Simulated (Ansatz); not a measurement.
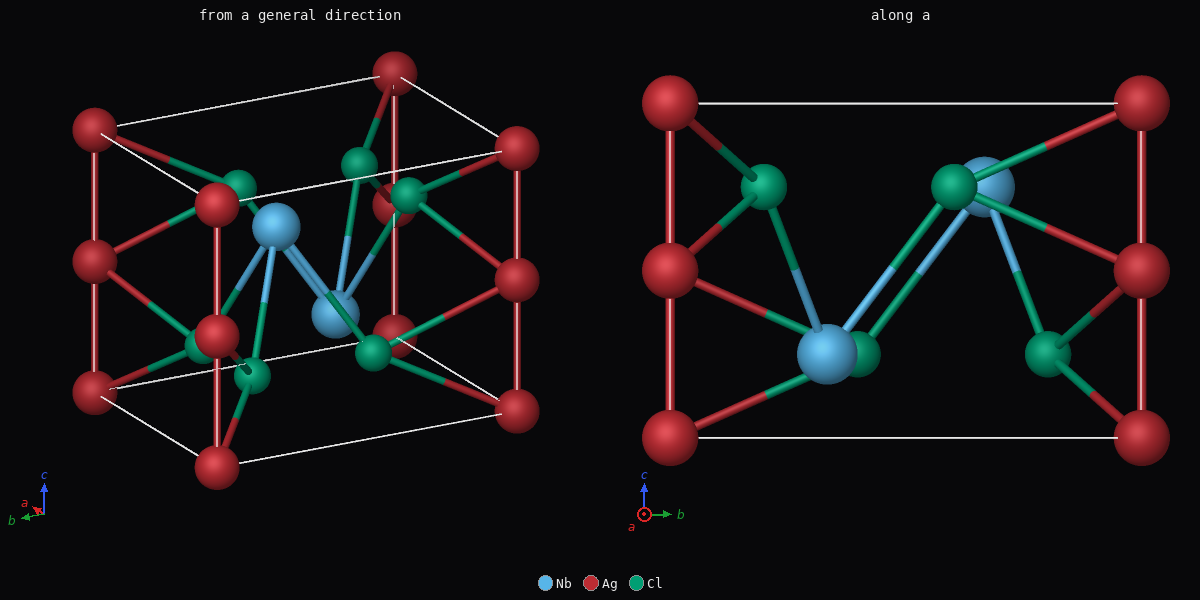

Drawn in the ball-and-stick manner and seen from a general direction and along the a axis. Lines trace the edges of the conventional unit cell.

Cell parameters: a = 7.579 Å, b = 7.579 Å, c = 4.654 Å, α = 90.00°, β = 90.00°, γ = 120.00°.

> What composition does the cell have?

NbAgCl₃. The cell holds 2 Nb, 2 Ag, 6 Cl, counting shared atoms by their share.

> State the space group and its number.

P6_3/mmc (No. 194), with Nb on 2d, Ag on 2a and Cl on 6h.

> What is the topology of the bonding, in broad terms?

The bonds build a three-dimensional framework.

The model was built from a textbook structure type filled with these elements (whether it is the usual form wasn't checked). The picture shows the end point of a geometry optimisation with DFT PBE, scalar-relativistic, plane waves, PAW in Ansatz.
